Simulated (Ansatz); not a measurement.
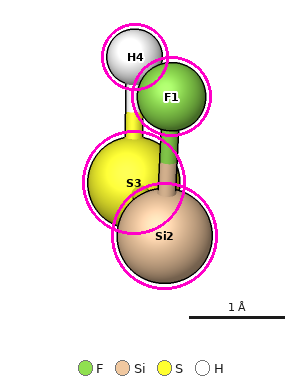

Energy scan for SiHSF, in which the F1–Si2–S3–H4 dihedral angle is varied, with the rest of the molecule carried along rigidly. The picture shows the minimum geometry. The ringed atoms are those of the scanned coordinate. A ball-and-stick model, seen almost along the central bond, with a slight tilt.

Single-point energies from Ansatz with B3LYP-D4 in the def2-TZVPP basis, on geometries moved rigidly from the minimum at PBE0-D4/def2-TZVP. Energies are counted from the PBE0-D4/def2-TZVP minimum geometry at the same level.

Input file:
```yaml
crystal:
  periodic: [false, false, false]
  atoms:
    - {symbol: F, position_ang: [-1.139088, -0.028588, 1.061921]}
    - {symbol: Si, position_ang: [0.081286, 0.989094, 0.768890]}
    - {symbol: S, position_ang: [0.995913, -0.000939, -0.911699]}
    - {symbol: H, position_ang: [0.117389, -1.019866, -0.939412]}
basis:
  gaussian: {orbitals: def2-TZVPP}
hamiltonian: {xc: {name: B3LYP}, dispersion: d4}
```

What energies does the calculation give (the dihedral: −167.4, −131.4, −95.4, −59.4, −23.4, 0.0, 12.6, 48.6, 84.6, 120.6, 156.6°)?

```tsv
dihedral angle (°)	ΔE (eV)
−167.4	−0.021
−131.4	0.211
−95.4	0.429
−59.4	0.304
−23.4	0.059
0.0	0.000
12.6	0.018
48.6	0.223
84.6	0.429
120.6	0.299
156.6	0.026
```

The lowest computed point lies at the dihedral −167.4° (−0.021 eV). Further local minima among the points: 0.0° (0.000 eV). Local maxima lie at −95.4° (0.429 eV), 84.6° (0.429 eV). The highest point, at −95.4°, lies 0.451 eV above the lowest and gives an upper estimate of the barrier to rotation, since the rotor is rigid.
